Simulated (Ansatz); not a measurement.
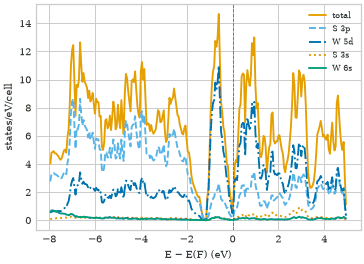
Figure. Total and projected density of states of WS₂ in space group Pca2_1 (No. 29; W on 4a, S on 4a, S on 4a), r²SCAN (plane waves, PAW; program Ansatz)

Q: Which orbitals carry the states next to the Fermi level?

A: Within 0.5 eV of the Fermi level: W 5d 70 %, S 3p 21 %. Projections are on Löwdin-orthogonalised atomic valence shells; empty p or d shells of many metals are not among them.

Q: Where is the tallest occupied peak in this window, and what makes it?

A: Near -0.6 eV, about 15 states/eV per cell; the largest projected share is W 5d.

The start of the workflow was typed in or built on a structure type; neither database checked (COD, Materials Project) lists it. It is not the phase usual at ambient conditions (space group No. 194). The cell was relaxed with r²SCAN under the symmetry of its start; whether a distortion lowers the energy is not shown. The workflow began spin-polarised and lost its moments. Spin–orbit coupling is left out wherever it is not named.

Potentials: the earlier of the program's two PAW sets. The files were generated under PBE; for other functionals the program regenerates the frozen cores, and for LDA and PBEsol the local potential too.
